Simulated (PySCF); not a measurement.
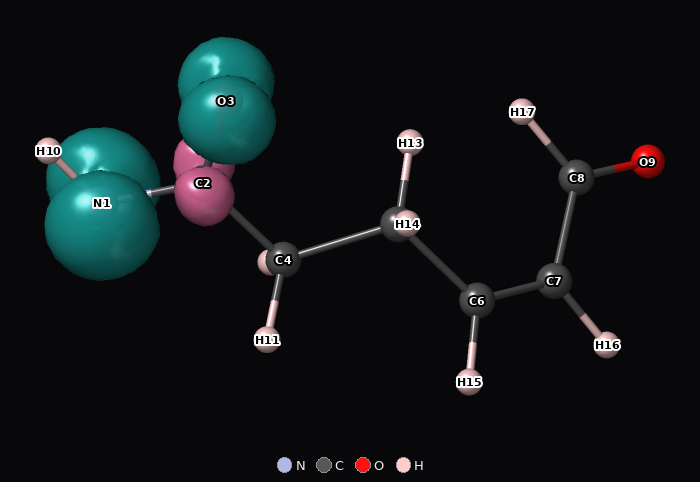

*C6H8NO2 (SMILES [NH]C(=O)CC/C=C\C=O) (doublet). Isosurfaces of the spin density (α minus β) at +0.06 (teal) and −0.06 e/Å³ (pink), seen at an oblique angle.*

Geometry: GFN2-xTB.

Method: UKS B3LYP, pcH-1 on C H N O, non-relativistic, mean-field spin-orbit, GIAO in PySCF.

```xyz
17

N    -3.3546    0.9963   -0.6411
C    -2.3940    0.4591    0.0431
O    -2.5991    0.2666    1.2547
C    -1.1085    0.1097   -0.6661
C    -0.1143   -0.5499    0.2957
C     1.1440   -0.9021   -0.4127
C     2.3832   -0.4681   -0.1617
C     2.7620    0.4713    0.8855
O     3.8912    0.8262    1.1084
H    -4.2072    1.2275   -0.1474
H    -1.3490   -0.5523   -1.4998
H    -0.6926    1.0297   -1.0821
H     0.0575    0.1118    1.1436
H    -0.5686   -1.4681    0.6804
H     1.0077   -1.5937   -1.2371
H     3.2115   -0.8186   -0.7637
H     1.9237    0.8668    1.4894
```

Which atoms carry the spin?

The unpaired spin (1 electron) lies mostly on N1 (about 0.6) and O3 (about 0.4), in electrons by Hirshfeld's partition.
